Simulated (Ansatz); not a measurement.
SnH$_{3}$Cl$_{2}$O$_{3}$: geometry relaxation

System: SnH$_{3}$Cl$_{2}$O$_{3}$, multiplicity 2.
Method: UKS PBE/def2-SVP (Ansatz 0.2.0).

The input holds or restrains some coordinates. It belongs to a series of runs on one base structure; here: pulled along the bonds that form and break, towards end A. Figures and captions count atoms from 1; the log counts them from 0 in places.

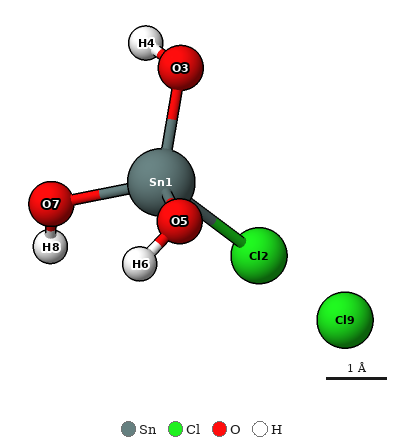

Figure 1. The structure as given in the input (ball-and-stick view, seen at a tilt; atoms are numbered from 1 in the order of the input). Sticks mark near contacts. Bond lengths as drawn: Cl–Sn 2.66 Å, H–O 1.01 Å and O–Sn 1.96 Å.

**Input file**
```yaml
crystal:
  periodic: [false, false, false]
  atoms:
    - { symbol: Sn, position_ang: [0.0, 0.0, 0.0] }
    - { symbol: Cl, position_ang: [0.0, 0.0, 2.66] }
    - { symbol: O, position_ang: [1.8483, 0.0, -0.6527] }
    - { symbol: H, position_ang: [2.1646, -0.9521, -0.7693] }
    - { symbol: O, position_ang: [-0.9232, 1.5994, -0.6527] }
    - { symbol: H, position_ang: [-1.881, 1.3686, -0.8751] }
    - { symbol: O, position_ang: [-0.9232, -1.5994, -0.6527] }
    - { symbol: H, position_ang: [-1.3778, -2.065, 0.1197] }
    - { symbol: Cl, position_ang: [0.0, 0.0, 5.0] }
magnetization:
  spin_polarized: true
  initial_magnetization: 1
basis:
  gaussian: { orbitals: def2-SVP }
hamiltonian:
  xc: pbe
relax:
  f_tol: 0.15
  max_steps: 25
  restrain:
    - { distance: [1, 8], at: 3.24, k: 30.0 }
    - { distance: [0, 1], at: 2.41, k: 30.0 }
output:
  orbitals: {}
```

Run on 4 threads of Arm Neoverse V2, 24 GiB of memory available, shared host.

Launch command:
```bash
ansatz run input.yaml --threads 4 --pin off --max-ram 5120MiB --backend cpu --events-out ev --progress --plain --runs-dir out
```

**Output**
```
The last accepted step is kept in [file] (removed where the run ends without a failure and the disk answers)
Engine: ansatz 0.2.0, aarch64-unknown-linux-gnu
Functional definition: PBE
  parameter kappa = 0.804
  parameter beta = 0.06672455060314922
  exchange = pbe_x(kappa = kappa, mu = beta*pi^2/3)
  correlation = pbe_c(beta = beta)
1284 factors; their error is unknown
mean field evaluation 1: about -37020.3520 eV, gradient 6.7e1 eV
mean field evaluation 2: about -36874.8165 eV, gradient 1.7e2 eV
mean field evaluation 4: about -37030.9594 eV, gradient 2.9e1 eV
mean field evaluation 8: about -37037.2171 eV, gradient 1.2e0 eV
mean field evaluation 16: about -37037.1854 eV, gradient 3.9e-3 eV
mean field evaluation 32: about -37036.0484 eV, gradient 4.7e0 eV
mean field -37037.18543822 eV, -1361.0914601485 hartree, gradient 3.4e-5 eV, S^2 0.753151; 5 other end points of the search recorded, 0 dependent functions left out
the calculation of the forces begins
reference -37037.18548164 eV, -1361.0914617442 hartree; 42, 41 occupied and 77, 78 virtual orbitals, 1284 factors
relax step   1: F+E_penalty+E_count = -37037.18543822 eV  Δ(F+E_penalty+E_count) = +0.000e0 eV  max|allowed force component| = 1.691e0 eV/Å  E_restraint = 13.08750000 eV  max|allowed force component, restraints' pulls added| = 3.609e1 eV/Å  Δτ_max = 0.0000 Å  (115 SCF iters, accepted)
  distance Cl 1 - Cl 8 = 2.3400 Å
  distance Sn 0 - Cl 1 = 2.6600 Å
these checks for a lower state are left out or cut short: starts, cluster_reference, orbital_swaps, neighbouring_geometries, increment
1284 factors; their error is unknown
mean field -37037.53035068 eV, -1361.1041354479 hartree, gradient 9.4e-6 eV, S^2 0.751762; 0 other end points of the search recorded, 0 dependent functions left out
[... from here on the field's lines of each further geometry are left out, up to the last ...]
relax step   2: F+E_penalty+E_count = -37037.53035068 eV  Δ(F+E_penalty+E_count) = -3.449e-1 eV  max|allowed force component| = 7.543e-1 eV/Å  E_restraint = 4.26086032 eV  max|allowed force component, restraints' pulls added| = 1.741e1 eV/Å  Δτ_max = 0.1939 Å  (51 SCF iters, accepted)
relax step   3: F+E_penalty+E_count = -37037.51627449 eV  Δ(F+E_penalty+E_count) = +1.408e-2 eV  max|allowed force component| = 6.154e-1 eV/Å  E_restraint = 0.67006626 eV  max|allowed force component, restraints' pulls added| = 5.885e0 eV/Å  Δτ_max = 0.1912 Å  (61 SCF iters, accepted)
relax step   4: F+E_penalty+E_count = -37037.50510281 eV  Δ(F+E_penalty+E_count) = +1.117e-2 eV  max|allowed force component| = 4.087e-1 eV/Å  E_restraint = 0.00415884 eV  max|allowed force component, restraints' pulls added| = 2.236e-1 eV/Å  Δτ_max = 0.1996 Å  (58 SCF iters, accepted)
relax step   5: F+E_penalty+E_count = -37037.50695249 eV  Δ(F+E_penalty+E_count) = -1.850e-3 eV  max|allowed force component| = 1.771e-1 eV/Å  E_restraint = 0.00221932 eV  max|allowed force component, restraints' pulls added| = 2.009e-1 eV/Å  Δτ_max = 0.0923 Å  (63 SCF iters, accepted)
relax step   6: F+E_penalty+E_count = -37037.51322093 eV  Δ(F+E_penalty+E_count) = -6.268e-3 eV  max|allowed force component| = 3.063e-1 eV/Å  E_restraint = 0.00134512 eV  max|allowed force component, restraints' pulls added| = 3.063e-1 eV/Å  Δτ_max = 0.0632 Å  (62 SCF iters, accepted)
relax step   7: F+E_penalty+E_count = -37037.52940554 eV  Δ(F+E_penalty+E_count) = -1.618e-2 eV  max|allowed force component| = 2.271e-1 eV/Å  E_restraint = 0.00072413 eV  max|allowed force component, restraints' pulls added| = 1.371e-1 eV/Å  Δτ_max = 0.2000 Å  (68 SCF iters, accepted)
relax step   8: F+E_penalty+E_count = -37037.47839738 eV  Δ(F+E_penalty+E_count) = +5.101e-2 eV  max|allowed force component| = 1.701e0 eV/Å  E_restraint = 0.01137414 eV  max|allowed force component, restraints' pulls added| = 1.701e0 eV/Å  Δτ_max = 0.1928 Å  (67 SCF iters, rejected (line search))
relax step   9: F+E_penalty+E_count = -37037.53583377 eV  Δ(F+E_penalty+E_count) = -6.428e-3 eV  max|allowed force component| = 2.018e-1 eV/Å  E_restraint = 0.00348211 eV  max|allowed force component, restraints' pulls added| = 2.030e-1 eV/Å  Δτ_max = 0.0938 Å  (61 SCF iters, accepted)
the calculation of the forces begins
reference -37037.54357360 eV, -1361.1046213812 hartree; 42, 41 occupied and 77, 78 virtual orbitals, 1284 factors
relax step  10: F+E_penalty+E_count = -37037.54352909 eV  Δ(F+E_penalty+E_count) = -7.695e-3 eV  max|allowed force component| = 2.147e-1 eV/Å  E_restraint = 0.00178662 eV  max|allowed force component, restraints' pulls added| = 1.201e-1 eV/Å  Δτ_max = 0.1000 Å  (69 SCF iters, accepted)
  distance Cl 1 - Cl 8 = 3.2303 Å
  distance Sn 0 - Cl 1 = 2.4049 Å
1284 factors; their error is unknown
mean field evaluation 192: about -37037.5435 eV, gradient 4.4e-4 eV
mean field evaluation 224: about -37033.9808 eV, gradient 9.4e0 eV
```

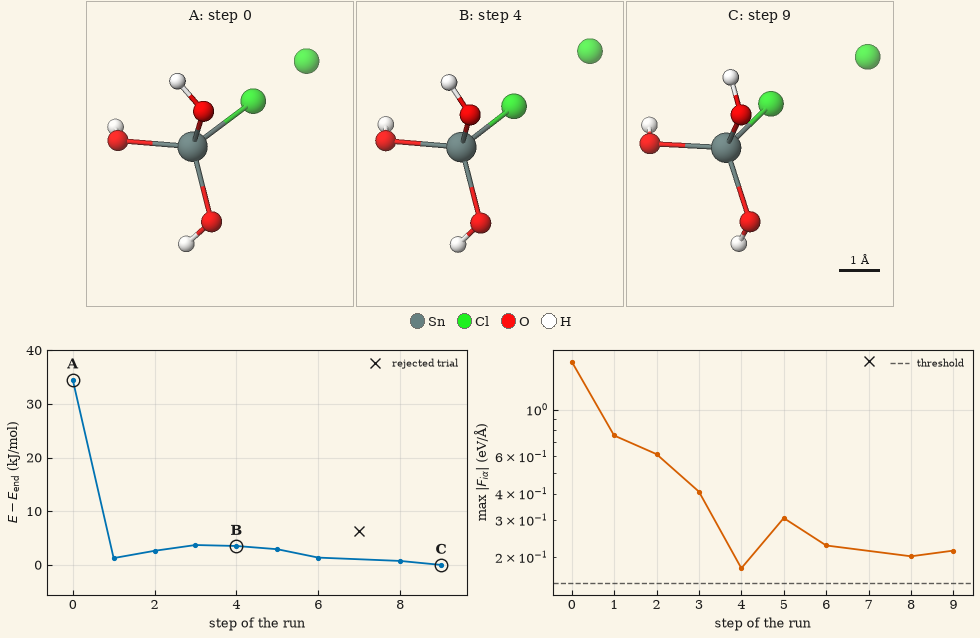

Figure 2. Frames of the restrained relaxation (ball-and-stick view, seen at a tilt) above the curves, on which the letters mark them (the first geometry is step 0 here and step 1 in the log).

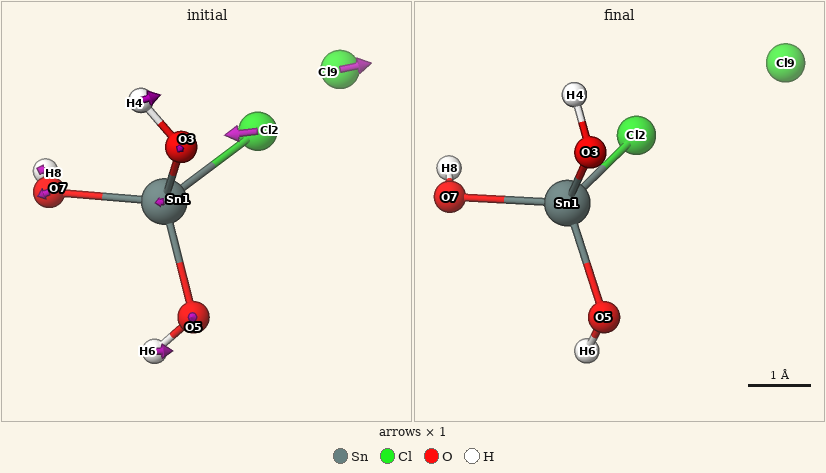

Figure 3. Before (left) and after (right) the restrained relaxation, at one scale (ball-and-stick view, seen at a tilt). The pink arrows give the displacements, at true length. The largest move after the best rigid fit is that of Cl2, 0.57 Å. By element the largest moves are Cl 0.57 Å, H 0.35 Å, O 0.22 Å, Sn 0.16 Å. Among the contacts that change: Sn1–Cl2 2.660 → 2.405 Å, Sn1–O7 1.959 → 2.002 Å, O3–H4 1.010 → 0.979 Å, Sn1–O3 1.960 → 1.983 Å. Among the angles that change: O3–Sn1–O5 109.5° → 101.9°, Cl2–Sn1–O7 109.5° → 102.5°, O3–Sn1–O7 109.5° → 114.2°. Over 9 geometry steps the energy falls by 34.6 kJ/mol. The largest force component goes from 1.7 to 0.21 eV/Å. The line search rejected the trial step at point 7 (counted from 0) and went back. (Atoms are counted from 1 in the order of the input.)

```
mean field -37037.54352909 eV, -1361.1046197452 hartree, gradient 1.5e-6 eV, S^2 0.751375; 7 other end points of the search recorded, 0 dependent functions left out
the calculation of the forces begins
reference -37037.54357360 eV, -1361.1046213812 hartree; 42, 41 occupied and 77, 78 virtual orbitals, 1284 factors
Total energy: -37037.54357360 eV, -1361.1046213812 hartree
Atom 0 at    -0.068925    -0.100208    -0.106932 Å, force     0.008952     0.015515     0.128170 eV/Å
Atom 1 at    -0.217560    -0.370783     2.278080 Å, force     0.014380     0.017538     0.021317 eV/Å
Atom 2 at     1.803025     0.025612    -0.749280 Å, force     0.018741    -0.045052     0.029682 eV/Å
Atom 3 at     2.294860    -0.777139    -0.480119 Å, force    -0.015964     0.030542    -0.006842 eV/Å
Atom 4 at    -0.842519     1.603486    -0.760787 Å, force    -0.120131     0.019699     0.033296 eV/Å
Atom 5 at    -1.814894     1.585062    -0.634201 Å, force     0.107264     0.004088    -0.017121 eV/Å
Atom 6 at    -1.063129    -1.698427    -0.788013 Å, force     0.010749     0.004227     0.068481 eV/Å
Atom 7 at    -1.362904    -2.197154     0.001518 Å, force    -0.011679    -0.026510    -0.042288 eV/Å
Atom 8 at     0.179745     0.281051     5.416934 Å, force    -0.012313    -0.020046    -0.214694 eV/Å
Dipole moment:    -0.224269    -0.389035    -0.191662 e Å
```

**Trajectory as extended XYZ (Å, eV, eV/Å), 10 frames, from step=1 to step=10**
```
9
Properties=species:S:1:pos:R:3:forces:R:3 step=1 energy=-37037.18544
Sn    0.0000    0.0000    0.0000    0.1433   0.1640   1.6913
Cl    0.0000    0.0000    2.6600   -0.0234  -0.0350  -1.5898
O     1.8483    0.0000   -0.6527    1.0672  -1.0966  -0.4467
H     2.1646   -0.9521   -0.7693   -0.4473   1.2232   0.2108
O    -0.9232    1.5994   -0.6527   -1.4650   0.4295  -0.5763
H    -1.8810    1.3686   -0.8751    1.2545   0.2475   0.3380
O    -0.9232   -1.5994   -0.6527   -1.0981  -1.4635   0.8196
H    -1.3778   -2.0650    0.1197    0.5731   0.5352  -1.0429
Cl    0.0000    0.0000    5.0000   -0.0044  -0.0042   0.5960
9
Properties=species:S:1:pos:R:3:forces:R:3 step=2 energy=-37037.53035
Sn    0.0011    0.0014    0.0229    0.0704   0.0808   0.6138
Cl   -0.0003   -0.0005    2.4661   -0.0251  -0.0328  -0.4584
O     1.8553   -0.0046   -0.6556    0.5011  -0.5682  -0.1925
H     2.1620   -0.9457   -0.7677   -0.2946   0.7094   0.1364
O    -0.9305    1.6039   -0.6561   -0.7301   0.1989  -0.2515
H    -1.8742    1.3696   -0.8729    0.7543   0.1053   0.2053
O    -0.9298   -1.6087   -0.6483   -0.5609  -0.7306   0.5312
H    -1.3758   -2.0639    0.1148    0.2865   0.2377  -0.5472
Cl   -0.0001   -0.0001    5.1741   -0.0015  -0.0004  -0.0370
9
Properties=species:S:1:pos:R:3:forces:R:3 step=3 energy=-37037.51627
Sn    0.0014    0.0017   -0.0203    0.0036  -0.0091  -0.0241
Cl   -0.0012   -0.0015    2.3273   -0.0219  -0.0247   0.6154
O     1.8652   -0.0065   -0.6612    0.3527  -0.0926  -0.2038
H     2.1583   -0.9393   -0.7658   -0.0862   0.2005   0.0402
O    -0.9370    1.6127   -0.6614   -0.2528   0.2978  -0.1991
H    -1.8666    1.3695   -0.8708    0.2198   0.0270   0.0467
O    -0.9384   -1.6221   -0.6481   -0.2749  -0.4265  -0.0195
H    -1.3740   -2.0632    0.1123    0.0607   0.0278  -0.0829
Cl    0.0000    0.0001    5.3653   -0.0009  -0.0002  -0.1729
9
Properties=species:S:1:pos:R:3:forces:R:3 step=4 energy=-37037.50510
Sn   -0.0069   -0.0066   -0.0618   -0.0313  -0.0324   0.4087
Cl   -0.0117   -0.0132    2.3384   -0.0175  -0.0279  -0.0910
O     1.8631    0.0072   -0.7228    0.0284   0.0309  -0.0818
H     2.1697   -0.9216   -0.7803   -0.0008   0.0277   0.0154
O    -0.9219    1.6314   -0.7097    0.0682   0.0611  -0.0576
H    -1.8534    1.3965   -0.8977   -0.0211   0.0006  -0.0046
O    -0.9634   -1.6517   -0.6645   -0.0280  -0.0459  -0.0660
H    -1.3682   -2.0902    0.1107    0.0026  -0.0136   0.0558
Cl    0.0004   -0.0003    5.5649   -0.0004  -0.0004  -0.1788
9
Properties=species:S:1:pos:R:3:forces:R:3 step=5 energy=-37037.50695
Sn   -0.0048   -0.0123   -0.0366   -0.0530   0.0066   0.0305
Cl   -0.0607   -0.0564    2.3647    0.0304  -0.0062  -0.1356
O     1.8306    0.0156   -0.8087   -0.1336   0.1771   0.0972
H     2.1849   -0.8935   -0.7881    0.0641  -0.1374   0.0246
O    -0.8846    1.6262   -0.7468    0.1283   0.0016   0.0543
H    -1.8289    1.4242   -0.9030   -0.0397  -0.0279   0.0165
O    -0.9855   -1.6486   -0.6464    0.0663   0.0863  -0.0088
H    -1.3313   -2.1003    0.1477   -0.0669  -0.1009   0.0978
Cl   -0.0121   -0.0033    5.5945    0.0042   0.0009  -0.1765
9
Properties=species:S:1:pos:R:3:forces:R:3 step=6 energy=-37037.51322
Sn   -0.0220   -0.0194   -0.0658   -0.0111  -0.0110   0.1454
Cl   -0.0590   -0.0733    2.3346    0.0127  -0.0059  -0.0881
O     1.8246    0.0270   -0.8051    0.0602  -0.2951   0.0736
H     2.2077   -0.8786   -0.7311   -0.1078   0.3063  -0.0107
O    -0.8742    1.6369   -0.7642   -0.1120  -0.0782   0.0001
H    -1.8318    1.4552   -0.8865    0.1399   0.0430   0.0303
O    -1.0040   -1.6674   -0.6413   -0.0858  -0.0990   0.2561
H    -1.3377   -2.1228    0.1671    0.1023   0.1386  -0.2275
Cl    0.0041   -0.0060    5.5696    0.0017   0.0013  -0.1791
9
Properties=species:S:1:pos:R:3:forces:R:3 step=7 energy=-37037.52941
Sn   -0.0511   -0.0530   -0.1101   -0.0138  -0.0303   0.2271
Cl   -0.1483   -0.2449    2.2837    0.0166   0.0282   0.0065
O     1.8100    0.0180   -0.7938    0.0022  -0.0091   0.0172
H     2.2635   -0.8186   -0.5631   -0.0021   0.0296  -0.0032
O    -0.8555    1.6257   -0.7976   -0.0451  -0.0272   0.0144
H    -1.8310    1.5537   -0.7372    0.0611   0.0131   0.0005
O    -1.0449   -1.6842   -0.6954   -0.0191  -0.0122  -0.1272
H    -1.3320   -2.1762    0.1004    0.0037   0.0118   0.0653
Cl    0.0969    0.1310    5.4902   -0.0034  -0.0038  -0.2007
9
Properties=species:S:1:pos:R:3:forces:R:3 step=8 energy=-37037.47840 accepted=F
Sn   -0.0762   -0.0948   -0.1466   -0.0139  -0.0757   0.3278
Cl   -0.2277   -0.3942    2.2419    0.0362   0.0794   0.0042
O     1.7945    0.0082   -0.7898    0.6138  -0.7781   0.3760
H     2.3194   -0.7568   -0.4109   -0.5635   0.7852  -0.3896
O    -0.8378    1.6014   -0.8303   -1.7014   0.1402   0.4582
H    -1.8234    1.6467   -0.5685    1.6740  -0.0921  -0.4536
O    -1.0805   -1.7056   -0.7607   -0.0006   0.0272  -0.2758
H    -1.3363   -2.2230    0.0263   -0.0312  -0.0653   0.1716
Cl    0.1757    0.2695    5.4158   -0.0133  -0.0208  -0.2188
9
Properties=species:S:1:pos:R:3:forces:R:3 step=9 energy=-37037.53583
Sn   -0.0626   -0.0943   -0.1074    0.0347   0.0540   0.1234
Cl   -0.1676   -0.2845    2.2859   -0.0039  -0.0145  -0.0063
O     1.8010    0.0217   -0.7758    0.0133  -0.0433   0.0267
H     2.2897   -0.7843   -0.5121    0.0041   0.0182  -0.0053
O    -0.8459    1.5939   -0.7880   -0.1289   0.0347   0.0294
H    -1.8174    1.5717   -0.6564    0.1001   0.0123  -0.0206
O    -1.0607   -1.6997   -0.7629    0.0020  -0.0138   0.1080
H    -1.3639   -2.1841    0.0343   -0.0149  -0.0368  -0.0535
Cl    0.1351    0.2111    5.4596   -0.0065  -0.0108  -0.2018
9
Properties=species:S:1:pos:R:3:forces:R:3 step=10 energy=-37037.54353
Sn   -0.0689   -0.1002   -0.1069    0.0090   0.0155   0.1282
Cl   -0.2176   -0.3708    2.2781    0.0144   0.0175   0.0213
O     1.8030    0.0256   -0.7493    0.0187  -0.0451   0.0297
H     2.2949   -0.7771   -0.4801   -0.0160   0.0305  -0.0068
O    -0.8425    1.6035   -0.7608   -0.1201   0.0197   0.0333
H    -1.8149    1.5851   -0.6342    0.1073   0.0041  -0.0171
O    -1.0631   -1.6984   -0.7880    0.0107   0.0042   0.0685
H    -1.3629   -2.1972    0.0015   -0.0117  -0.0265  -0.0423
Cl    0.1797    0.2811    5.4169   -0.0123  -0.0200  -0.2147
```

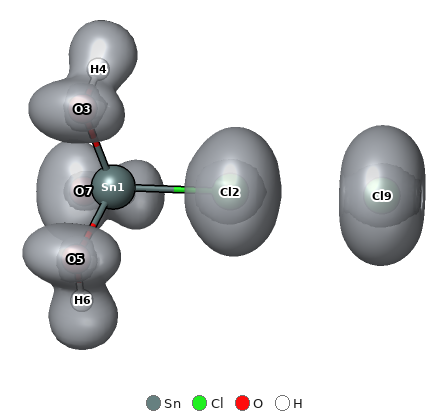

Figure 4. Isosurface of the electron localisation function at 0.75 (grey), seen face on. Core shells and regions of very low density are left out. Sn–O (1.98 Å): the ELF peaks at about 0.85 in the valence shell of O, 0.6 Å from its nucleus, and drops to about 0.15 between the two atoms.

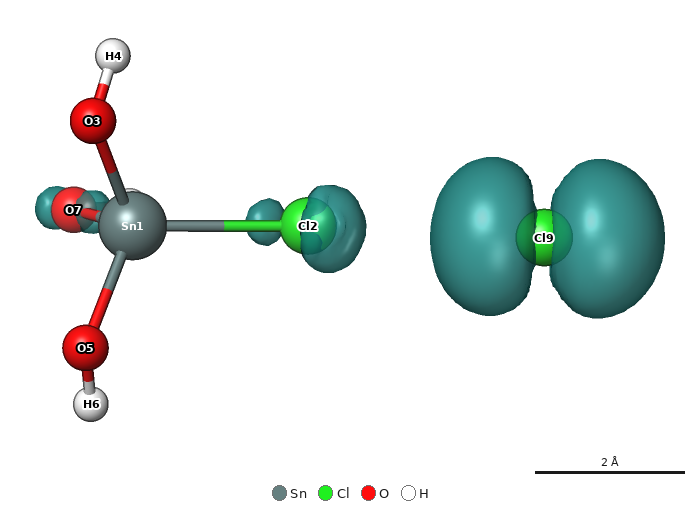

Figure 5. Isosurface of the spin density at +0.02 e/Å³ (teal), seen at a tilt. The unpaired spin (1 electron) lies mostly on Cl9 (about 0.9), in electrons by Hirshfeld's partition.

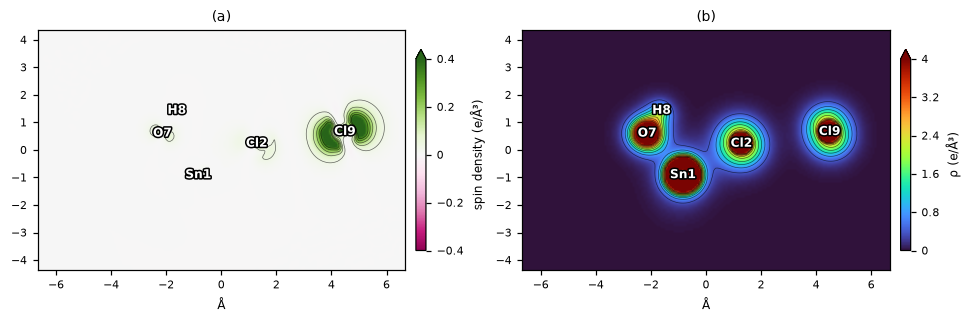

Figure 6. (a) spin density; (b) electron density on the plane of atoms Cl2, Sn1 and O7. The section cuts through Sn, Cl, O and H sites. Sn–O (2.00 Å): ρ is about 0.71 e/Å³ halfway. O–H (0.98 Å): ρ at the midpoint is about 3.5 e/Å³, with its minimum of 2.2 e/Å³ about 0.8 Å from O. The unpaired spin (1 electron) lies mostly on Cl9 (about 0.9), in electrons by Hirshfeld's partition.

**Key numbers**

| quantity | value |
| --- | --- |
| outcome | converged under the restraints of the input |
| total energy | −37037.5436 eV |
| mean-field energy | −37037.5436 eV |
| ⟨S²⟩ | 0.751 |
| largest force (length of the vector) at the end, held atoms and coordinates included | 0.216 eV/Å |
| wall time | 45 s (CPU time 2.9 min) |
| peak memory | 0.31 GiB |
